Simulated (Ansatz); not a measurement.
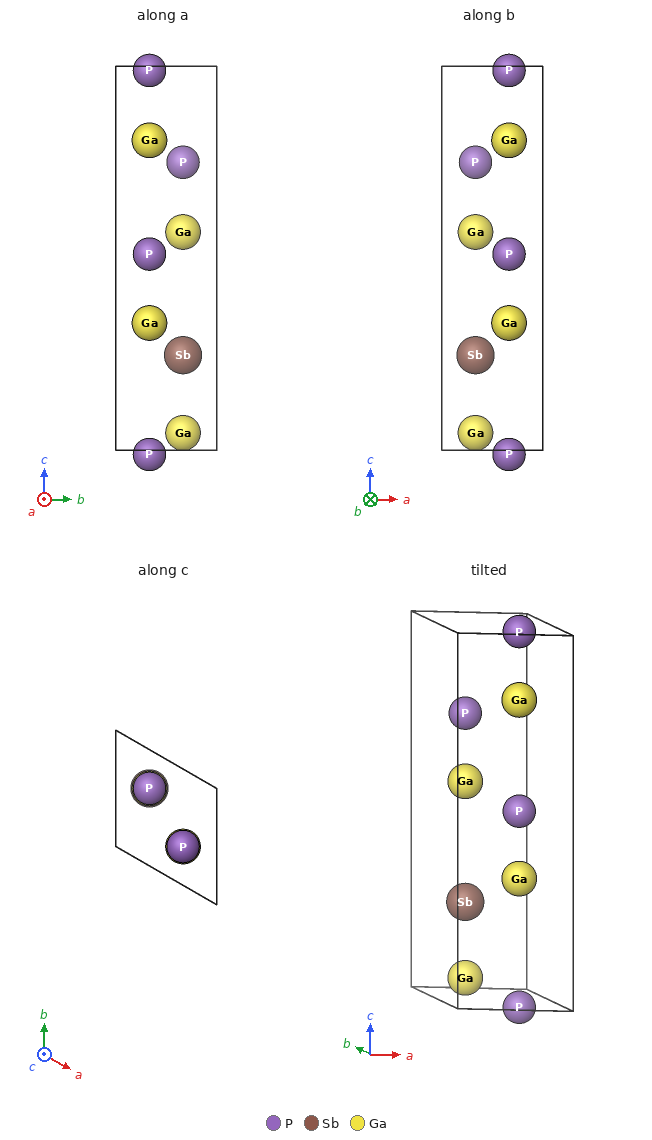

The figure gives a spheres-only picture of the atoms, viewed along the a axis, along the b axis, along the c axis and slightly off an axis. The parallelepiped is the conventional unit cell.

Lattice parameters: a = 3.9634 Å, b = 3.9634 Å, c = 13.0915 Å, α = 90.000°, β = 90.000°, γ = 120.000°.

### Record the structure as a CIF with its space group and independent sites, with free fractional coordinates to two decimals.

```cif
data_structure
_symmetry_space_group_name_H-M 'P 3 m 1'
_symmetry_Int_Tables_number 156
_cell_length_a 3.9634
_cell_length_b 3.9634
_cell_length_c 13.0915
_cell_angle_alpha 90.000
_cell_angle_beta 90.000
_cell_angle_gamma 120.000
_cell_volume 178.10
loop_
_atom_site_label
_atom_site_type_symbol
_atom_site_symmetry_multiplicity
_atom_site_Wyckoff_symbol
_atom_site_fract_x
_atom_site_fract_y
_atom_site_fract_z
_atom_site_occupancy
P1 P 1 c 0.6667 0.3333 0.99 1
P2 P 1 c 0.6667 0.3333 0.51 1
P3 P 1 b 0.3333 0.6667 0.75 1
Sb1 Sb 1 b 0.3333 0.6667 0.25 1
Ga1 Ga 1 c 0.6667 0.3333 0.81 1
Ga2 Ga 1 c 0.6667 0.3333 0.33 1
Ga3 Ga 1 b 0.3333 0.6667 0.57 1
Ga4 Ga 1 b 0.3333 0.6667 0.05 1
```

The structure comes from a structure type filled with these elements by a generator (whether the compound takes this form wasn't checked). Earlier steps of the study, as a rule a relaxation of our own, may have changed the cell and positions, so they can lie some per cent off the listed ones. It went into a calculation with Ansatz.
